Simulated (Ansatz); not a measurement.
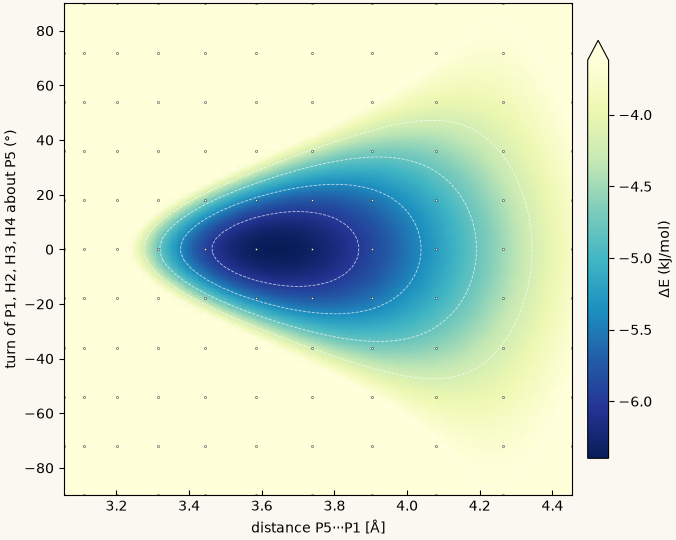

The pair H₃P···H₃P. The turn is about an axis along (−0.71, 0.68, −0.18) in the frame of the relaxed pair, normal to the line between the partners. First axis: distance P5···P1. Second axis: turn of P1, H2, H3, H4 about P5. The grid has 11 × 11 points. Points are written as (first, second). Energies: kJ/mol, counted from the two partners far apart, frozen as in the relaxed pair, each in its own basis (no counterpoise correction). Theory: RHF-MP2, frozen core/def2-TZVPD in Ansatz 0.2.0.

The picture shows a smooth colour map with a few white contour lines, dots at the grid points, one colour for all values above the top of the scale. Between grid points the surface is interpolated.

**Estimate the position of the minimum and the force constants in these coordinates.**

The interpolated minimum is at distance P5···P1 ≈ 3.639 Å, the second coordinate ≈ 0°. The curvatures there are about 0.21 eV/Å² and 0.16 eV/rad², with a cross term of about 0 eV/(Å·rad). Round the minimum the two coordinates are nearly uncoupled. (1 eV is 96.5 kJ/mol.)
